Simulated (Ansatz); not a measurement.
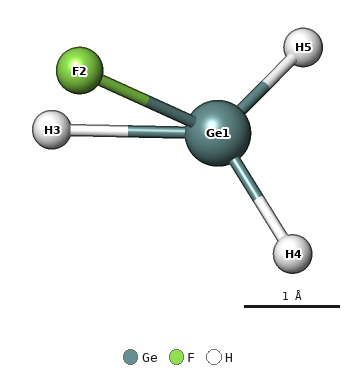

*The structure as given in the input (ball-and-stick view, seen at a tilt; atoms are numbered from 1 in the order of the input). Sticks mark near contacts.*

GeH3F: geometry relaxation

The run: geometry relaxation of GeH3F. Method and program: RKS B3LYP-D4/def2-SVP (Ansatz 0.2.0).

The input holds or restrains some coordinates. It belongs to a series of runs on one base structure; here: pulled along the bonds that form and break, towards end B. Figures and captions count atoms from 1; the log counts them from 0 in places.

Input:
```yaml
crystal:
  periodic: [false, false, false]
  atoms:
    - { symbol: Ge, position_ang: [0.0, 0.0, 0.0] }
    - { symbol: F, position_ang: [1.0779, 0.0, 1.5402] }
    - { symbol: H, position_ang: [1.6981, 0.0, 0.4233] }
    - { symbol: H, position_ang: [-0.73, 1.2648, -0.5162] }
    - { symbol: H, position_ang: [-0.73, -1.2648, -0.5162] }
basis:
  gaussian: { orbitals: def2-SVP }
hamiltonian:
  xc: b3lyp
  dispersion: d4
relax:
  f_tol: 0.15
  max_steps: 25
  restrain:
    - { distance: [1, 2], at: 0.92, k: 30.0 }
    - { distance: [0, 1], at: 2.88, k: 30.0 }
    - { distance: [0, 2], at: 2.75, k: 30.0 }
output:
  orbitals: {}
```

Hardware: 1 thread of AMD EPYC (Zen 3), 144 GiB of memory available, shared host.

Launched with:
```bash
ansatz run input.yaml --threads 1 --pin off --max-ram 2048MiB --backend cpu --events-out ev --progress --plain --runs-dir out
```

What the program printed:
```
The last accepted step is kept in [file] (removed where the run ends without a failure and the disk answers)
Engine: ansatz 0.2.0, x86_64-unknown-linux-gnu
Functional definition: B3LYP
  parameter a0 = 0.2
  parameter ax = 0.72
  parameter ac = 0.81
  exchange = (1 - a0 - ax)*slater_x + ax*b88_x + a0*exact_x
  correlation = (1 - ac)*vwn_rpa_c + ac*lyp_c
649 factors; integrals over basis functions are off by at most 3.8e-4 eV
mean field evaluation 1: about -59270.7741 eV, gradient 3.5e1 eV
mean field evaluation 2: about -59259.1359 eV, gradient 9.0e1 eV
mean field evaluation 4: about -59272.7879 eV, gradient 3.6e0 eV
mean field evaluation 8: about -59272.8128 eV, gradient 3.0e-2 eV
mean field evaluation 16: about -59272.8128 eV, gradient 1.8e-5 eV
mean field -59272.81277234 eV, -2178.2356928280 hartree, gradient 1.8e-5 eV, S^2 0.000000; 0 other end points of the search recorded, 0 dependent functions left out
the calculation of the forces begins
reference -59272.81297048 eV, -2178.2357001096 hartree; 22, 22 occupied and 39, 39 virtual orbitals, 649 factors
relax step   1: F+E_penalty+E_count = -59272.89041601 eV  Δ(F+E_penalty+E_count) = +0.000e0 eV  max|allowed force component| = 3.879e0 eV/Å  E_restraint = 31.91812112 eV  max|allowed force component, restraints' pulls added| = 4.342e1 eV/Å  Δτ_max = 0.0000 Å  (27 SCF iters, accepted)
  distance F 1 - H 2 = 1.2775 Å
  distance Ge 0 - F 1 = 1.8799 Å
  distance Ge 0 - H 2 = 1.7501 Å
these checks for a lower state are left out or cut short: starts, cluster_reference, orbital_swaps, neighbouring_geometries, increment
649 factors; integrals over basis functions are off by at most 4.8e-4 eV
mean field -59272.18491138 eV, -2178.2126193633 hartree, gradient 7.1e-5 eV, S^2 0.000000; 0 other end points of the search recorded, 0 dependent functions left out
the calculation of the forces begins
reference -59272.18510607 eV, -2178.2126265179 hartree; 22, 22 occupied and 39, 39 virtual orbitals, 649 factors
relax step   2: F+E_penalty+E_count = -59272.26754695 eV  Δ(F+E_penalty+E_count) = +6.229e-1 eV  max|allowed force component| = 5.661e0 eV/Å  E_restraint = 17.26347695 eV  max|allowed force component, restraints' pulls added| = 2.793e1 eV/Å  Δτ_max = 0.1941 Å  (33 SCF iters, accepted)
  distance F 1 - H 2 = 1.2601 Å
  distance Ge 0 - F 1 = 2.1505 Å
  distance Ge 0 - H 2 = 2.0407 Å
these checks for a lower state are left out or cut short: starts, cluster_reference, orbital_swaps, neighbouring_geometries, increment
649 factors; integrals over basis functions are off by at most 5.4e-4 eV
mean field -59271.79153843 eV, -2178.1981631740 hartree, gradient 7.7e-5 eV, S^2 0.000000; 0 other end points of the search recorded, 0 dependent functions left out
the calculation of the forces begins
reference -59271.79172964 eV, -2178.1981702007 hartree; 22, 22 occupied and 39, 39 virtual orbitals, 649 factors
relax step   3: F+E_penalty+E_count = -59271.87647522 eV  Δ(F+E_penalty+E_count) = +3.911e-1 eV  max|allowed force component| = 6.221e0 eV/Å  E_restraint = 6.63877270 eV  max|allowed force component, restraints' pulls added| = 1.588e1 eV/Å  Δτ_max = 0.1949 Å  (33 SCF iters, accepted)
  distance F 1 - H 2 = 1.1542 Å
  distance Ge 0 - F 1 = 2.4381 Å
  distance Ge 0 - H 2 = 2.3113 Å
these checks for a lower state are left out or cut short: starts, cluster_reference, orbital_swaps, neighbouring_geometries, increment
649 factors; integrals over basis functions are off by at most 9.1e-4 eV
mean field evaluation 32: about -59272.4409 eV, gradient 6.5e-1 eV
mean field -59272.44766915 eV, -2178.2222755332 hartree, gradient 4.0e-5 eV, S^2 0.000000; 0 other end points of the search recorded, 0 dependent functions left out
the calculation of the forces begins
reference -59272.44786293 eV, -2178.2222826545 hartree; 22, 22 occupied and 39, 39 virtual orbitals, 649 factors
relax step   4: F+E_penalty+E_count = -59272.52816830 eV  Δ(F+E_penalty+E_count) = -6.517e-1 eV  max|allowed force component| = 5.647e0 eV/Å  E_restraint = 0.81600852 eV  max|allowed force component, restraints' pulls added| = 6.881e0 eV/Å  Δτ_max = 0.1945 Å  (33 SCF iters, accepted)
  distance F 1 - H 2 = 0.9479 Å
  distance Ge 0 - F 1 = 2.7215 Å
  distance Ge 0 - H 2 = 2.5812 Å
these checks for a lower state are left out or cut short: starts, cluster_reference, orbital_swaps, neighbouring_geometries, increment
649 factors; integrals over basis functions are off by at most 9.7e-4 eV
mean field -59273.61702610 eV, -2178.2652486087 hartree, gradient 4.5e-5 eV, S^2 0.000000; 0 other end points of the search recorded, 0 dependent functions left out
the calculation of the forces begins
reference -59273.61722566 eV, -2178.2652559421 hartree; 22, 22 occupied and 39, 39 virtual orbitals, 649 factors
relax step   5: F+E_penalty+E_count = -59273.69490568 eV  Δ(F+E_penalty+E_count) = -1.167e0 eV  max|allowed force component| = 3.489e0 eV/Å  E_restraint = 0.04143237 eV  max|allowed force component, restraints' pulls added| = 2.134e0 eV/Å  Δτ_max = 0.1946 Å  (29 SCF iters, accepted)
  distance F 1 - H 2 = 0.9276 Å
  distance Ge 0 - F 1 = 2.8621 Å
  distance Ge 0 - H 2 = 2.7012 Å
these checks for a lower state are left out or cut short: starts, cluster_reference, orbital_swaps, neighbouring_geometries, increment
649 factors; integrals over basis functions are off by at most 9.8e-4 eV
mean field -59274.27826866 eV, -2178.2895488244 hartree, gradient 4.4e-6 eV, S^2 0.000000; 0 other end points of the search recorded, 0 dependent functions left out
the calculation of the forces begins
reference -59274.27847052 eV, -2178.2895562427 hartree; 22, 22 occupied and 39, 39 virtual orbitals, 649 factors
relax step   6: F+E_penalty+E_count = -59274.35579919 eV  Δ(F+E_penalty+E_count) = -6.609e-1 eV  max|allowed force component| = 8.834e-1 eV/Å  E_restraint = 0.01367139 eV  max|allowed force component, restraints' pulls added| = 1.698e0 eV/Å  Δτ_max = 0.1948 Å  (29 SCF iters, accepted)
  distance F 1 - H 2 = 0.9422 Å
  distance Ge 0 - F 1 = 2.9003 Å
  distance Ge 0 - H 2 = 2.7475 Å
these checks for a lower state are left out or cut short: starts, cluster_reference, orbital_swaps, neighbouring_geometries, increment
649 factors; integrals over basis functions are off by at most 1.0e-3 eV
mean field -59274.49287579 eV, -2178.2974354908 hartree, gradient 7.1e-5 eV, S^2 0.000000; 0 other end points of the search recorded, 0 dependent functions left out
the calculation of the forces begins
reference -59274.49307824 eV, -2178.2974429310 hartree; 22, 22 occupied and 39, 39 virtual orbitals, 649 factors
relax step   7: F+E_penalty+E_count = -59274.57062303 eV  Δ(F+E_penalty+E_count) = -2.148e-1 eV  max|allowed force component| = 5.016e-1 eV/Å  E_restraint = 0.00525291 eV  max|allowed force component, restraints' pulls added| = 7.927e-1 eV/Å  Δτ_max = 0.1947 Å  (24 SCF iters, accepted)
  distance F 1 - H 2 = 0.9224 Å
  distance Ge 0 - F 1 = 2.8873 Å
  distance Ge 0 - H 2 = 2.7670 Å
these checks for a lower state are left out or cut short: starts, cluster_reference, orbital_swaps, neighbouring_geometries, increment
649 factors; integrals over basis functions are off by at most 1.0e-3 eV
mean field evaluation 64: about -59274.5055 eV, gradient 8.8e-6 eV
mean field -59274.50549619 eV, -2178.2978992820 hartree, gradient 8.8e-6 eV, S^2 0.000000; 0 other end points of the search recorded, 0 dependent functions left out
the calculation of the forces begins
reference -59274.50569616 eV, -2178.2979066310 hartree; 22, 22 occupied and 39, 39 virtual orbitals, 649 factors
relax step   8: F+E_penalty+E_count = -59274.58409256 eV  Δ(F+E_penalty+E_count) = -1.347e-2 eV  max|allowed force component| = 3.613e-1 eV/Å  E_restraint = 0.00190194 eV  max|allowed force component, restraints' pulls added| = 2.636e-1 eV/Å  Δτ_max = 0.0787 Å  (29 SCF iters, accepted)
  distance F 1 - H 2 = 0.9263 Å
  distance Ge 0 - F 1 = 2.8718 Å
  distance Ge 0 - H 2 = 2.7545 Å
these checks for a lower state are left out or cut short: starts, cluster_reference, orbital_swaps, neighbouring_geometries, increment
649 factors; integrals over basis functions are off by at most 1.0e-3 eV
mean field -59274.50841317 eV, -2178.2980064792 hartree, gradient 4.2e-5 eV, S^2 0.000000; 0 other end points of the search recorded, 0 dependent functions left out
the calculation of the forces begins
reference -59274.50861397 eV, -2178.2980138585 hartree; 22, 22 occupied and 39, 39 virtual orbitals, 649 factors
relax step   9: F+E_penalty+E_count = -59274.58684114 eV  Δ(F+E_penalty+E_count) = -2.749e-3 eV  max|allowed force component| = 3.187e-1 eV/Å  E_restraint = 0.00291732 eV  max|allowed force component, restraints' pulls added| = 2.384e-2 eV/Å  Δτ_max = 0.0254 Å  (24 SCF iters, accepted)
  distance F 1 - H 2 = 0.9275 Å
  distance Ge 0 - F 1 = 2.8685 Å
  distance Ge 0 - H 2 = 2.7523 Å
```

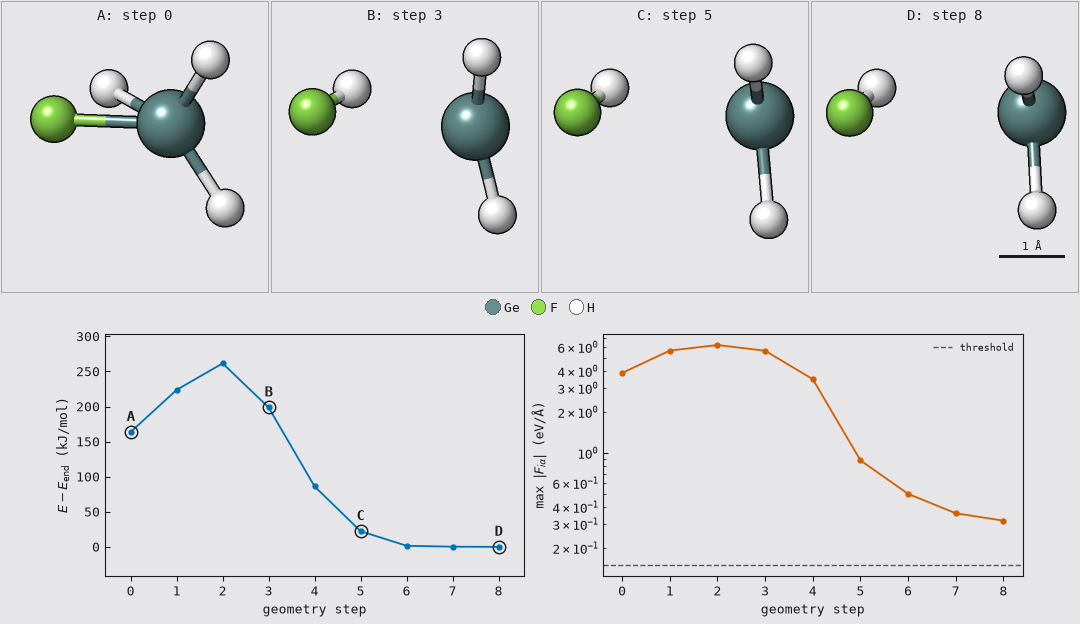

*Frames of the restrained relaxation (ball-and-stick view, seen at a tilt) above the curves, on which the letters mark them (the first geometry is step 0 here and step 1 in the log).*

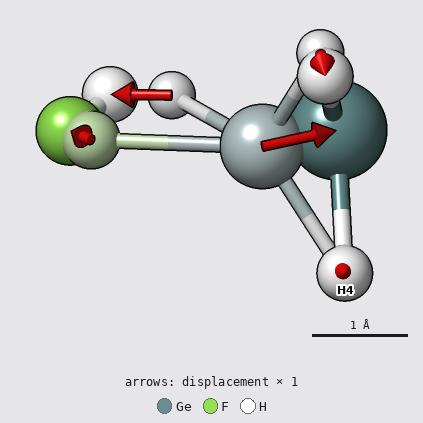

*Start (faint) and end (solid) with the displacements as red arrows, at true length (ball-and-stick view, seen at a tilt). The two geometries are laid on each other by the best rigid fit.*

The atom that moves furthest after the best rigid fit is Ge1 (0.83 Å). Largest moves by element: Ge 0.83 Å, H 0.67 Å, F 0.35 Å. Among the contacts that change: Ge1–H3 1.750 → 2.752 Å, Ge1–F2 1.880 → 2.868 Å, F2–H3 1.278 → 0.927 Å, Ge1–H4 1.549 → 1.596 Å. New bonds form: F2–H3 (1.28 → 0.93 Å). Bonds break: Ge1–F2 (1.88 → 2.87 Å), Ge1–H3 (1.75 → 2.75 Å). Among the angles that change: H4–Ge1–H5 109.5° → 92.0°. Over 8 geometry steps the energy falls by 163.7 kJ/mol. Largest force component: 3.9 eV/Å at the start, 0.32 eV/Å at the end. (Atoms are counted from 1 in the order of the input.)

```
649 factors; integrals over basis functions are off by at most 1.0e-3 eV
mean field -59274.50841317 eV, -2178.2980064792 hartree, gradient 4.2e-5 eV, S^2 0.000000; 1 other end points of the search recorded, 0 dependent functions left out
the calculation of the forces begins
reference -59274.50861397 eV, -2178.2980138585 hartree; 22, 22 occupied and 39, 39 virtual orbitals, 649 factors
Total energy: -59274.58704194 eV, -2178.3008960333 hartree
Atom 0 at    -0.050275     0.000000    -0.820979 Å, force     0.137966    -0.000000     0.248387 eV/Å
Atom 1 at     1.450617     0.000000     1.623476 Å, force    -0.318705     0.000000    -0.141467 eV/Å
Atom 2 at     2.070387    -0.000000     0.933494 Å, force     0.179934     0.000000    -0.114533 eV/Å
Atom 3 at    -1.077364     1.148351    -0.402445 Å, force     0.000402     0.001957     0.003807 eV/Å
Atom 4 at    -1.077364    -1.148351    -0.402445 Å, force     0.000402    -0.001957     0.003807 eV/Å
Dipole moment:     0.283471    -0.000000    -0.182463 e Å
```

Trajectory as extended XYZ (Å, eV, eV/Å), 9 frames, from step=1 to step=9:
```
5
Properties=species:S:1:pos:R:3:forces:R:3 step=1 energy=-59272.89042
Ge    0.0000    0.0000    0.0000    2.8913   0.0000  -3.1877
F     1.0779    0.0000    1.5402   -1.2260   0.0000   3.8785
H     1.6981    0.0000    0.4233   -0.6159   0.0000  -2.5914
H    -0.7300    1.2648   -0.5162   -0.5247   0.1333   0.9503
H    -0.7300   -1.2648   -0.5162   -0.5247  -0.1333   0.9503
5
Properties=species:S:1:pos:R:3:forces:R:3 step=2 energy=-59272.26755
Ge   -0.1513    0.0000   -0.1216    5.6609   0.0000  -1.1183
F     1.1568    0.0000    1.5853   -0.0501   0.0000  -0.0080
H     1.7932    0.0000    0.4977   -2.3435   0.0000   0.1673
H    -0.7413    1.2750   -0.5152   -1.6336   1.4018   0.4795
H    -0.7413   -1.2750   -0.5152   -1.6336  -1.4018   0.4795
5
Properties=species:S:1:pos:R:3:forces:R:3 step=3 energy=-59271.87647
Ge   -0.2849    0.0000   -0.2635    6.2206   0.0000  -0.6974
F     1.2744    0.0000    1.6108    1.7559   0.0000  -2.2408
H     1.8538    0.0000    0.6126   -2.9177   0.0000   2.6380
H    -0.7637    1.2962   -0.5144   -2.5294   2.5616   0.1501
H    -0.7637   -1.2962   -0.5144   -2.5294  -2.5616   0.1501
5
Properties=species:S:1:pos:R:3:forces:R:3 step=4 energy=-59272.52817
Ge   -0.3730    0.0000   -0.4369    5.6471   0.0000  -0.9151
F     1.4259    0.0000    1.6052    0.2682   0.0000   0.1087
H     1.9007    0.0000    0.7849   -0.6349   0.0000   0.1203
H    -0.8188    1.3452   -0.5110   -2.6402   2.1825   0.3430
H    -0.8188   -1.3452   -0.5110   -2.6402  -2.1825   0.3430
5
Properties=species:S:1:pos:R:3:forces:R:3 step=5 energy=-59273.69491
Ge   -0.2872    0.0000   -0.6115    3.4894   0.0000  -0.9129
F     1.4761    0.0000    1.6429   -0.3306   0.0000   0.3066
H     1.9767    0.0000    0.8619    0.0501   0.0000  -0.4288
H    -0.9248    1.3999   -0.4811   -1.6045  -0.0085   0.5175
H    -0.9248   -1.3999   -0.4811   -1.6045   0.0085   0.5175
5
Properties=species:S:1:pos:R:3:forces:R:3 step=6 energy=-59274.35580
Ge   -0.1492    0.0000   -0.7491    0.8834   0.0000  -0.0615
F     1.4735    0.0000    1.6548    0.1475   0.0000  -0.6636
H     2.0444    0.0000    0.9052   -0.3400   0.0000   0.4205
H    -1.0263    1.3370   -0.4399   -0.3455  -0.7679   0.1523
H    -1.0263   -1.3370   -0.4399   -0.3455   0.7679   0.1523
5
Properties=species:S:1:pos:R:3:forces:R:3 step=7 energy=-59274.57062
Ge   -0.0493    0.0000   -0.7923   -0.2145   0.0000   0.2850
F     1.4965    0.0000    1.6464   -0.5016   0.0000   0.1248
H     2.1008    0.0000    0.9495    0.3476   0.0000  -0.3471
H    -1.1160    1.1642   -0.4362    0.1842  -0.2015  -0.0313
H    -1.1160   -1.1642   -0.4362    0.1842   0.2015  -0.0313
5
Properties=species:S:1:pos:R:3:forces:R:3 step=8 energy=-59274.58409
Ge   -0.0558    0.0000   -0.8406    0.2887   0.0000   0.2301
F     1.4326    0.0000    1.6154   -0.3613   0.0000  -0.1219
H     2.0548    0.0000    0.9292    0.2356   0.0000  -0.1514
H    -1.0578    1.1460   -0.3865   -0.0815   0.0677   0.0216
H    -1.0578   -1.1460   -0.3865   -0.0815  -0.0677   0.0216
5
Properties=species:S:1:pos:R:3:forces:R:3 step=9 energy=-59274.58684
Ge   -0.0503    0.0000   -0.8210    0.1380   0.0000   0.2484
F     1.4506    0.0000    1.6235   -0.3187   0.0000  -0.1415
H     2.0704    0.0000    0.9335    0.1799   0.0000  -0.1145
H    -1.0774    1.1484   -0.4024    0.0004   0.0020   0.0038
H    -1.0774   -1.1484   -0.4024    0.0004  -0.0020   0.0038
```

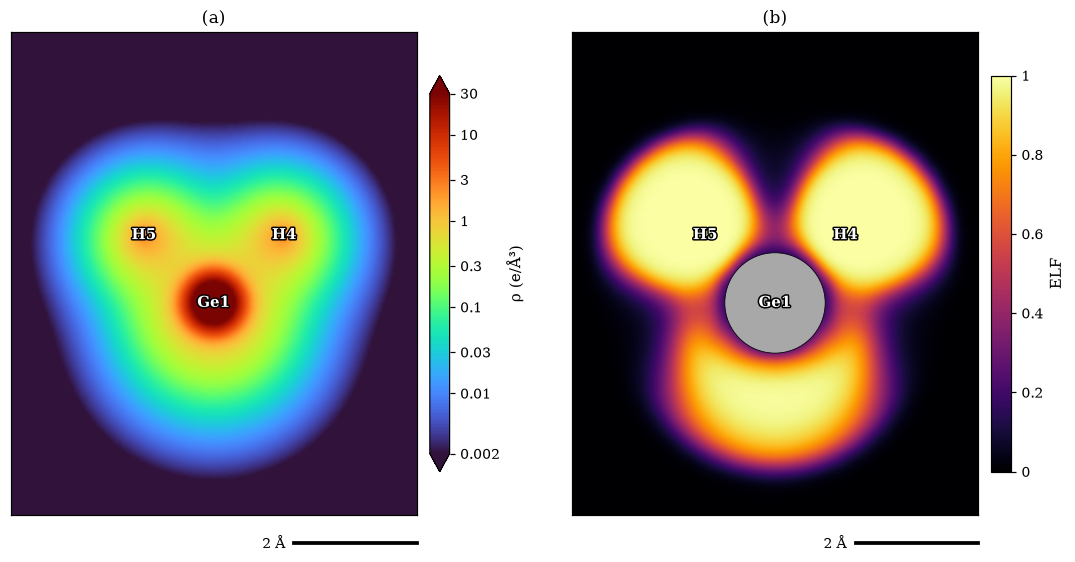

*(a) total electron density; (b) electron localisation function on the plane of atoms H4, Ge1 and H5. Grey discs, where drawn, cover atomic cores.*

The section cuts through Ge and H sites. Ge–H (1.60 Å): ρ is about 0.92 e/Å³ halfway, with its minimum of 0.81 e/Å³ about 0.9 Å from Ge; the ELF climbs to about 1 towards the hydrogen, as it does in any bond to H.

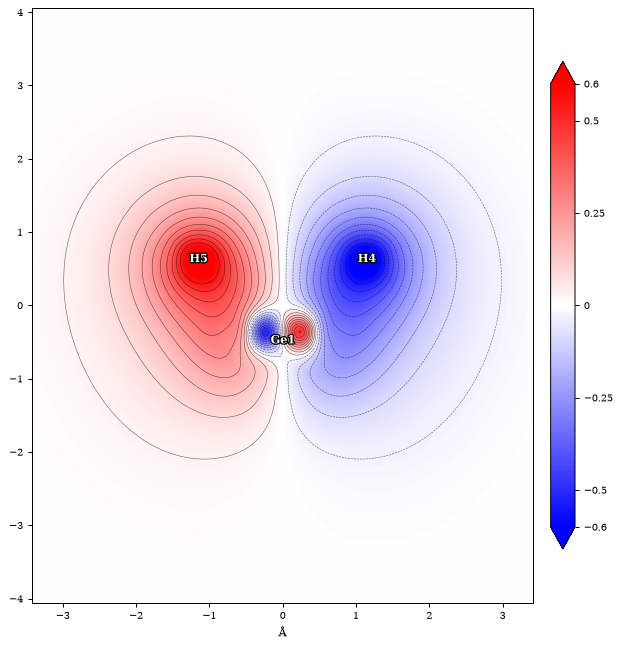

*The HOMO−1 on the plane of atoms H4, Ge1 and H5 (values in Å⁻³ᐟ²; the overall sign is arbitrary).*

Its weight (Hirshfeld) is mainly on Ge1 (45 %), H4 (25 %) and H5 (25 %). Its energy is −8.50 eV.

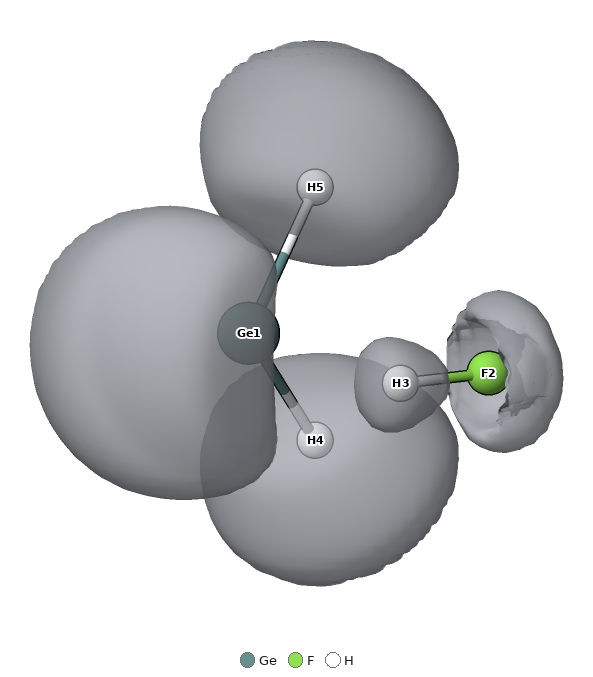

*Isosurface of the ELF at 0.85 (grey), seen at an oblique angle. Core shells and regions of very low density are left out.*

Along the contacts the grid gives the following. Ge1···F2 (2.87 Å): the ELF is only about 0.05 between them.

Summary:

```tsv
quantity	value
outcome	converged under the restraints of the input
total energy	−59274.5870 eV
mean-field energy	−59274.5086 eV
largest force (length of the vector) at the end, held atoms and coordinates included	0.349 eV/Å
wall time	17 s
peak memory	0.13 GiB
```
